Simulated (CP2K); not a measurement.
# GaN3H6 (SMILES [NH2][Ga]([NH2])[NH2]) at PM6

Aim: the vertical singlet–triplet gap of GaN3H6 at PM6, from 2 runs. 

The results are computed with CP2K 2026.2.

1 further run of the same task is left out (it didn't finish).

**1. Starting point**

The species is GaN3H6 (10 atoms), meant as a singlet with charge 0. SMILES: `[NH2][Ga]([NH2])[NH2]`. Geometry: a GFN2-xTB relaxation, a rough one for these elements and not checked as a minimum.

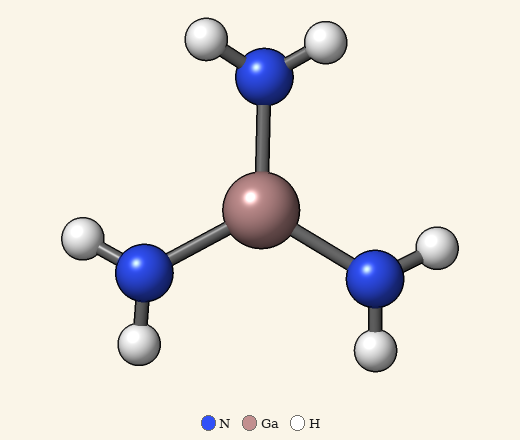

The structure, seen from a chosen angle (nitrogen blue, gallium pink, hydrogen white).

**2. Energy and forces at PM6**

Contents of mol.inp:

```
&FORCE_EVAL
 METHOD QUICKSTEP
 &DFT
  # Quickstep
  &QS
   METHOD PM6
   EPS_DEFAULT 1.0E-10
   &SE
    &COULOMB
     CUTOFF [angstrom] 50
     RC_RANGE [angstrom] 0
    &END
    &EXCHANGE
     CUTOFF [angstrom] 50
     RC_RANGE [angstrom] 0
    &END
   &END
  &END
  # no periodic images
  &POISSON
   PERIODIC NONE
   POISSON_SOLVER ANALYTIC
  &END
  &SCF
   SCF_GUESS ATOMIC
   EPS_SCF 1.0E-06
   MAX_SCF 30
   &OT
    MINIMIZER DIIS
    PRECONDITIONER FULL_ALL
   &END
   &OUTER_SCF
    EPS_SCF 1.0E-06
    MAX_SCF 5
   &END
  &END
  &PRINT
   &MOMENTS
    PERIODIC F
    REFERENCE COM
    MAX_MOMENT 1
   &END
   &MO_CUBES
    NLUMO 1
    NHOMO -1
    WRITE_CUBE F
   &END
   &HIRSHFELD OFF
   &END
  &END
 &END
 &SUBSYS
  &CELL
   ABC 12.6 12.6 9.4
   PERIODIC NONE
  &END
  &COORD
   N     -1.297160     1.252480    -0.331470
   Ga    -0.002310     0.000030     0.006810
   N     -0.437990    -1.784690     0.025540
   N      1.692770     0.527900     0.457730
   H     -2.133980     0.971770    -0.828760
   H     -1.027850     2.176860    -0.647990
   H     -1.412150    -2.031300     0.166470
   H      0.131460    -2.405470     0.591450
   H      2.035460     1.434070     0.160780
   H      2.451750    -0.141650     0.399430
  &END
  &TOPOLOGY
   &CENTER_COORDINATES
   &END
  &END
 &END
 &PRINT
  &FORCES ON
  &END
 &END
&END

&GLOBAL
 PROJECT mol
 RUN_TYPE ENERGY_FORCE
 PRINT_LEVEL MEDIUM
&END
```

Launch:

```sh
$ OMP_NUM_THREADS=1 cp2k.psmp -i mol.inp -o mol.out
```

Output:

```text
CP2K| version string:                                       CP2K version 2026.2
[...]
 GLOBAL| Method name                                                        CP2K
[...]
 GLOBAL| Run type                                                   ENERGY_FORCE
[...]
                             - Atoms:                                         10
[...]
                             - Spherical basis functions:                     22
[...]
 Number of electrons:                                                         24
[...]
     1 OT DIIS     0.15E+00    0.0     0.45059218       -19.6577598289 -1.97E+01
[...]
     6 OT DIIS     0.15E+00    0.0     0.00000068       -24.9660364966 -2.57E-10
  *** SCF run converged in     6 steps ***
  Core-core repulsion energy [eV]:                           1338.09106167945583
  Core Hamiltonian energy [eV]:                             -1104.00109130818760
  Two-electron integral energy [eV]:                        -1826.90074571622017
  Electronic energy [eV]:                                   -2017.45146416629791
  Total energy [eV]:                                         -679.36040248684185
  Atomic reference energy [eV]:                               680.61528014543705
  Heat of formation [kcal/mol]:                                28.93816856198347
[...]
 SE_DIPOLE| Moment [Debye]         -0.30672220      -0.03328397       1.08964183
 SE_DIPOLE| Derivative [a.u.]       0.00000000       0.00000000       0.00000000
 *** WARNING in qs_scf_post_se.F:140 :: Printing of MO cube files not ***
 *** implemented for Semi-Empirical method.                           ***
 ENERGY| Total FORCE_EVAL ( QS ) energy [hartree]            -24.966036496663861
 FORCES| Atomic forces [hartree/bohr]
 FORCES|   Atom     x               y               z               |f|
 FORCES|      1 -8.63473583E-03  8.13306110E-03 -4.96764859E-04   1.18723258E-02
 FORCES|      2  1.18832758E-03  9.64514108E-04 -3.12343382E-03   3.47825369E-03
 FORCES|      3 -2.16893164E-03 -1.03239808E-02 -1.29192635E-03   1.06281662E-02
 FORCES|      4  1.09017416E-02  3.26464576E-03  4.82969874E-03   1.23625188E-02
 FORCES|      5  6.84852565E-04 -1.38722656E-03 -5.83105163E-05   1.54816688E-03
 FORCES|      6  1.54587173E-03 -1.20513574E-03  2.13836301E-04   1.97174986E-03
 FORCES|      7 -2.98835642E-04  8.61457050E-04  6.28946067E-04   1.10769316E-03
 FORCES|      8  3.33364948E-04  8.33055511E-04  6.70815780E-04   1.12031580E-03
 FORCES|      9 -1.99687655E-03 -5.08339664E-04 -7.43366010E-04   2.19055203E-03
 FORCES|     10 -1.55477878E-03 -6.32050811E-04 -6.29495343E-04   1.79250932E-03
 FORCES| Sum     1.26634814E-15  1.04083409E-17 -1.99493200E-16
 FORCES| Total atomic force                                       1.28200760E-15
[...]
```

It took 0.84 s on 1 thread of Arm Neoverse N1, shared host; peak memory 0.14 GiB.

**3. The triplet**

Contents of job.inp:

```
&GLOBAL
    PROJECT_NAME job
    RUN_TYPE ENERGY_FORCE
    PRINT_LEVEL MEDIUM
&END GLOBAL

&FORCE_EVAL
    METHOD QUICKSTEP
    &DFT
        CHARGE 0
        MULTIPLICITY 3
        UNRESTRICTED_KOHN_SHAM T
        &QS
            METHOD PM6
            EPS_DEFAULT 1.0E-10
            &SE
                &COULOMB
                    CUTOFF [angstrom] 50
                    RC_RANGE [angstrom] 0
                &END COULOMB
                &EXCHANGE
                    CUTOFF [angstrom] 50
                    RC_RANGE [angstrom] 0
                &END EXCHANGE
            &END SE
        &END QS
        &POISSON
            PERIODIC NONE
            POISSON_SOLVER ANALYTIC
        &END POISSON
        &SCF
            SCF_GUESS ATOMIC
            EPS_SCF 1.0E-06
            MAX_SCF 80
            ADDED_MOS 2
            &DIAGONALIZATION
                ALGORITHM STANDARD
            &END DIAGONALIZATION
            &MIXING
                METHOD DIRECT_P_MIXING
                ALPHA 0.4
            &END MIXING
        &END SCF
        &PRINT
            &MOMENTS
                PERIODIC F
                REFERENCE COM
                MAX_MOMENT 1
            &END MOMENTS
            &MO ON
                ENERGIES T
                OCCUPATION_NUMBERS T
                NDIGITS 6
                &EACH
                    QS_SCF 0
                &END EACH
                ADD_LAST NUMERIC
            &END MO
            &HIRSHFELD OFF
            &END HIRSHFELD
        &END PRINT
    &END DFT
    &SUBSYS
        &CELL
            ABC [angstrom] 12.6 12.6 9.4
            PERIODIC NONE
        &END CELL
        &COORD
            N     -1.297160     1.252480    -0.331470
            Ga    -0.002310     0.000030     0.006810
            N     -0.437990    -1.784690     0.025540
            N      1.692770     0.527900     0.457730
            H     -2.133980     0.971770    -0.828760
            H     -1.027850     2.176860    -0.647990
            H     -1.412150    -2.031300     0.166470
            H      0.131460    -2.405470     0.591450
            H      2.035460     1.434070     0.160780
            H      2.451750    -0.141650     0.399430
        &END COORD
        &TOPOLOGY
            &CENTER_COORDINATES
            &END CENTER_COORDINATES
        &END TOPOLOGY
    &END SUBSYS
    &PRINT
        &FORCES ON
        &END FORCES
    &END PRINT
&END FORCE_EVAL
```

Launch:

```sh
$ OMP_NUM_THREADS=1 cp2k.psmp job.inp > job.out
```

Output:

```text
CP2K| version string:                                       CP2K version 2026.2
[...]
 GLOBAL| Method name                                                        CP2K
[...]
 GLOBAL| Run type                                                   ENERGY_FORCE
[...]
                             - Atoms:                                         10
[...]
                             - Spherical basis functions:                     22
[...]
 Number of electrons:                                                         13
[...]
     1 P_Mix/Diag. 0.40E+00    0.0     0.54591525       -18.2798015224 -1.83E+01
[...]
    72 DIIS/Diag.  0.33E-06    0.0     0.00000055       -24.8589549275 -3.01E-12
  *** SCF run converged in    72 steps ***
  Core-core repulsion energy [eV]:                           1338.09106167945583
  Core Hamiltonian energy [eV]:                             -1086.46431759221423
  Two-electron integral energy [eV]:                        -1856.14661778476011
  Electronic energy [eV]:                                   -2014.53762648459428
  Total energy [eV]:                                         -676.44656480513856
  Atomic reference energy [eV]:                               680.61528014543705
  Heat of formation [kcal/mol]:                                96.13286711911563
[...]
 SE_DIPOLE| Moment [Debye]         -0.50024307      -2.30350215      -0.11681417
 SE_DIPOLE| Derivative [a.u.]       0.00000000       0.00000000       0.00000000
 ENERGY| Total FORCE_EVAL ( QS ) energy [hartree]            -24.858954927505060
 FORCES| Atomic forces [hartree/bohr]
 FORCES|   Atom     x               y               z               |f|
 FORCES|      1 -2.92522211E-02  2.75672933E-02 -2.59006332E-02   4.78172657E-02
 FORCES|      2 -5.07240018E-03 -2.10242155E-02  1.61623796E-03   2.16877640E-02
 FORCES|      3 -7.96701854E-03 -2.52556704E-02  7.31364449E-03   2.74738360E-02
 FORCES|      4  4.66095788E-02  8.75933644E-03 -4.31533321E-03   4.76214333E-02
 FORCES|      5 -8.38931276E-03  4.79392883E-03  2.20048376E-03   9.90981589E-03
 FORCES|      6 -5.67450494E-03  6.64553134E-03  6.55496965E-03   1.09238601E-02
 FORCES|      7  9.87462861E-04 -3.81843204E-03 -4.34444522E-04   3.96790224E-03
 FORCES|      8 -2.16051601E-03 -3.00403007E-03 -1.41810313E-03   3.96270647E-03
 FORCES|      9  3.93288683E-03  4.02581399E-03  8.67482094E-03   1.03405655E-02
 FORCES|     10  6.98604504E-03  1.31044410E-03  5.70835730E-03   9.11632777E-03
 FORCES| Sum     4.16333634E-16  2.77555756E-17 -4.51028104E-17
 FORCES| Total atomic force                                       4.19688373E-16
[...]
```

It took 0.67 s on 1 thread of Arm Neoverse N1, shared host; peak memory 0.13 GiB.

**4. Summary of results**

At PM6:

| quantity | value |
| --- | --- |
| singlet: total energy | -24.96604 Eh |
| singlet: dipole moment | 1.13 D |
| singlet: heat of formation at this unrelaxed shape | 28.9 kcal/mol |
| singlet: largest force on an atom | 0.636 eV/Å |
| triplet: total energy | -24.85895 Eh |
| triplet: dipole moment | 2.36 D |
| triplet: HOMO energy (highest over α and β) | -6.04 eV |
| triplet: LUMO energy (lowest over α and β) | -2.04 eV |
| triplet: heat of formation at this unrelaxed shape | 96.1 kcal/mol |
| triplet: largest force on an atom | 2.459 eV/Å |
| vertical energy of the triplet above the singlet | 2.914 eV |

In words: At this shape the triplet lies 2.91 eV (281 kJ/mol) above the singlet. The largest force (singlet) is 0.64 eV/Å: the shape isn't a stationary point for this species at this level.
